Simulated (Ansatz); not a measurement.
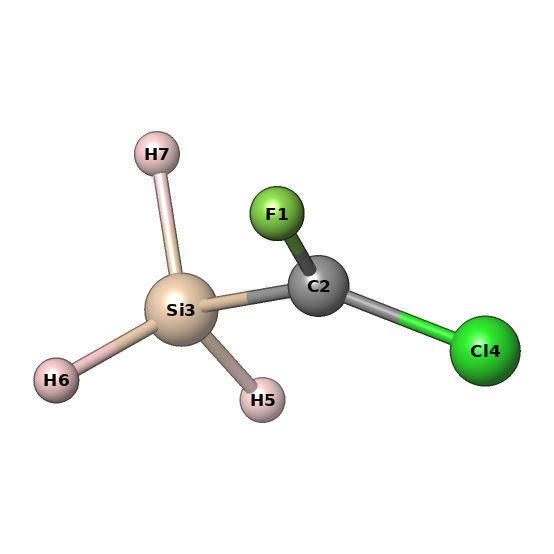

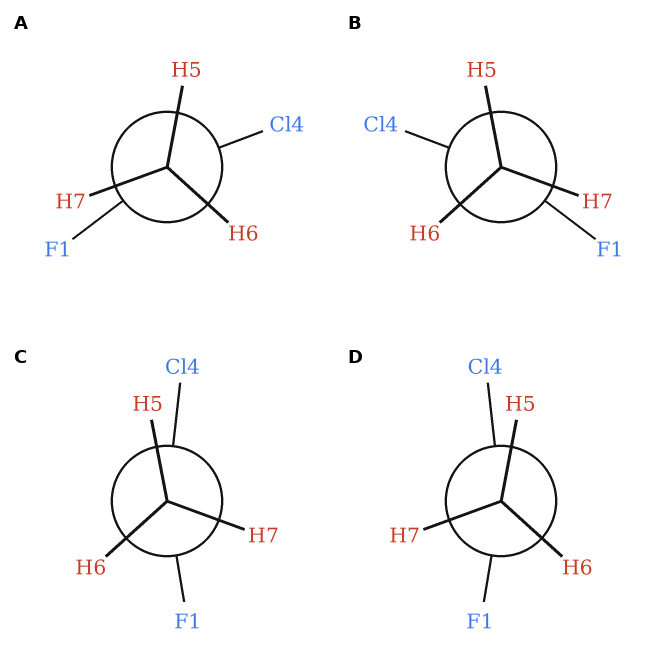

Atoms fade into the background with distance from the viewer. Bonds that would overlap in a projection are set slightly apart. State: charge +1, singlet. The geometry was computed by an optimisation with PBE0-D4/def2-TZVP. No frequency run is at hand to confirm it as a minimum.

**Which Newman projection shows the view along Si3–C2, with Si3 in front?**

C. The torsion angle H5–Si3–C2–Cl4 is 1°, synperiplanar (eclipsed).
